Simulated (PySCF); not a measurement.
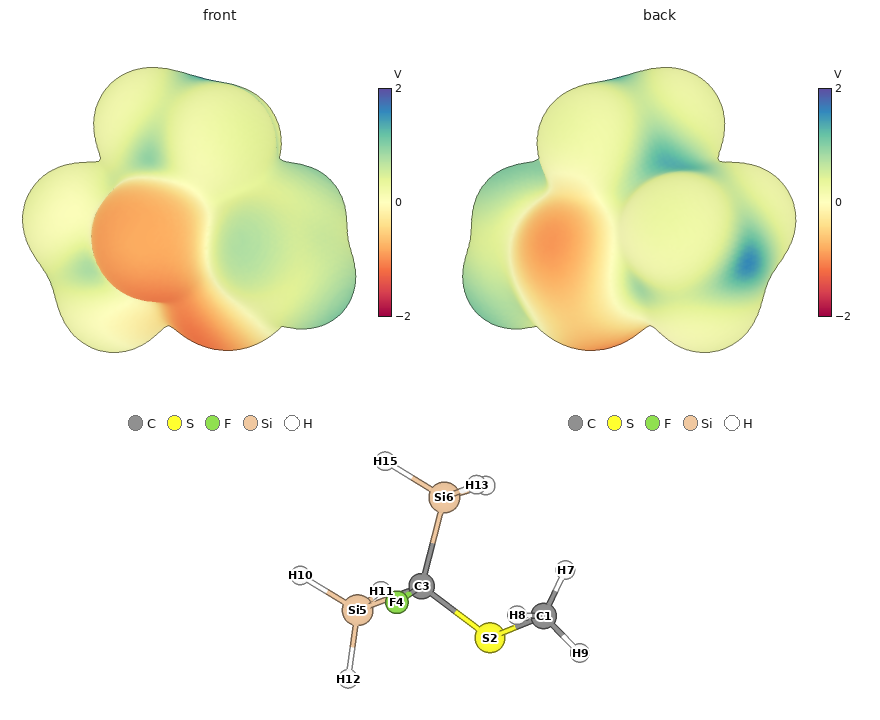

*C2H9FSSi2. The electrostatic potential painted on the density surface at 0.002 e/bohr³, seen from the front and from behind; red is negative and blue positive. The bare structure is drawn below in the same view.*

Geometry: GFN2-xTB.

Method: wB97X-D/def2-SVPD, SCF density, gas phase (PySCF 2.14.0).

```
atom    x (Å)    y (Å)    z (Å)
   C   2.3626   0.5418  -0.1030
   S   1.1792  -0.5858  -0.9025
   C  -0.2852  -0.4302   0.1770
   F   0.0830  -0.8696   1.4627
  Si  -1.5705  -1.7089  -0.4807
  Si  -0.8890   1.3884   0.3502
   H   2.0962   1.5745  -0.3102
   H   2.3675   0.3448   0.9648
   H   3.3342   0.3098  -0.5280
   H  -2.6526  -1.7174   0.5021
   H  -2.0168  -1.2326  -1.7861
   H  -0.9145  -3.0093  -0.5562
   H   0.0273   2.1054   1.2355
   H  -0.9052   1.9551  -0.9951
   H  -2.2206   1.3419   0.9476
```

> Where is the surface potential most negative and most positive?

The most negative region (about −1.1 V) lies over S2 and F4, the most positive (about +1.5 V) over Si5 and Si6.

> What dipole moment does the calculation give?

Its dipole moment is 1.37 D.
